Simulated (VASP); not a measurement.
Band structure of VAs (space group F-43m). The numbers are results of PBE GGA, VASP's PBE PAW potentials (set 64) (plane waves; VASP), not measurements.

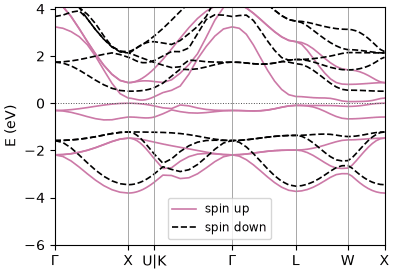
*Bands along high-symmetry lines, zero at the valence-band maximum or, without a gap, the Fermi level*

Read the plot: is there a gap, and where are the band edges?

The gap is indirect, 0.07 eV, from the valence maximum at X to the conduction minimum at W.

The structure was generated: VAs was put into an ordered model structure, which need not be its known phase. The cell was not relaxed at this level.
